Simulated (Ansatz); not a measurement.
The starting structures come from a database of crystals and need not be the phases stable at ambient conditions.

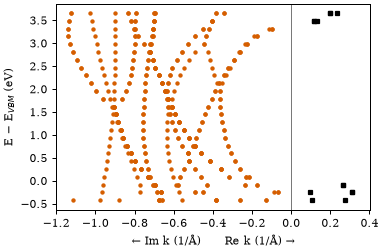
Figure. Complex bands at the centre of the two-dimensional zone; r2SCAN (Ansatz, an electronic-structure program)

The gap is the functional's own. No spin-orbit coupling. Mid-gap values are interpolated on the energy grid.

This is Sb$_{2}$O$_{3}$ (Fd-3m, not sure to be the ambient phase, 20 atoms a cell, 17.1 Å³ an atom, -2 GPa at this level) along the normal of (111). Read off the slowest decay at the centre of the two-dimensional zone at 1.61 eV, the computed energy nearest the middle of the gap.

κ ≈ 0.36 1/Å, a decay length 1/(2κ) of the density of 1.4 Å.
